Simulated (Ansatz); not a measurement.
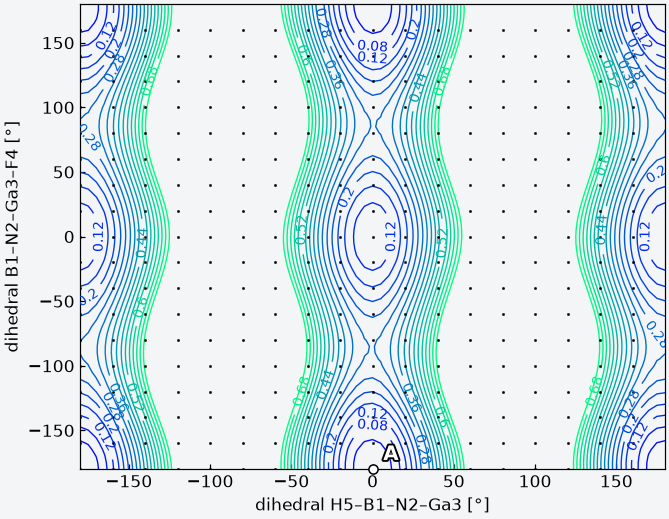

BFGaH₄N, SMILES B[NH][GaH][F]. 
- First axis: dihedral H5–B1–N2–Ga3. Second axis: dihedral B1–N2–Ga3–F4.
- Nothing is relaxed (all other coordinates rigid).
- The scan uses an 18 × 18 grid; 164 points were computed and 160 follow by symmetry.
- All energies are given in eV relative to the lowest grid point.
- Computed with Ansatz 0.2.0, RHF/def2-SVP.

In the figure: contour lines labelled in eV (none above 0.72), dots at the grid points, the point A. Between grid points the surface is interpolated.

**Find the lowest pass out of the well at A.**

The easiest path leads from the well at dihedral H5–B1–N2–Ga3 = 0°, dihedral B1–N2–Ga3–F4 = −180° to the well at dihedral H5–B1–N2–Ga3 = 0°, dihedral B1–N2–Ga3–F4 = 0°, about 0.082 eV higher. Its highest point lies about 0.28 eV above the bottom of the first well on the interpolated surface, at about dihedral H5–B1–N2–Ga3 = 0°, dihedral B1–N2–Ga3–F4 = −85°. Seen from the upper well the barrier is about 0.2 eV. The start is the relaxed structure and all else is held, so a fully relaxed path at this level can only be lower.

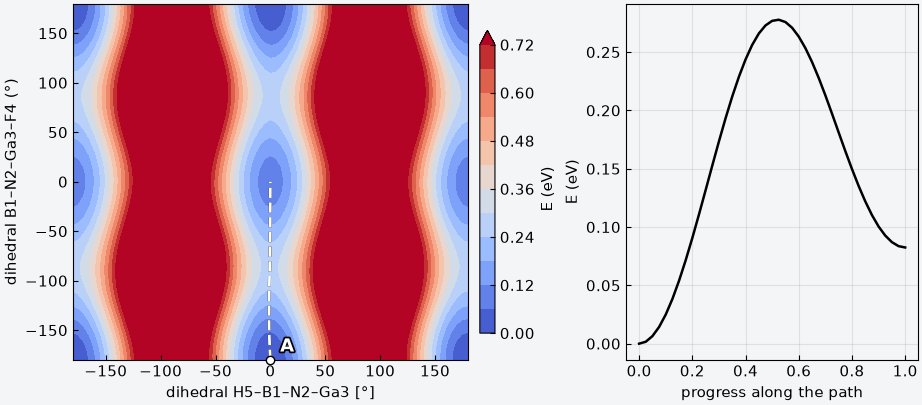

The picture shows filled contours, a line along the lowest path, one colour for all values above the top of the scale, the energy along the path at the right. Between grid points the surface is interpolated.
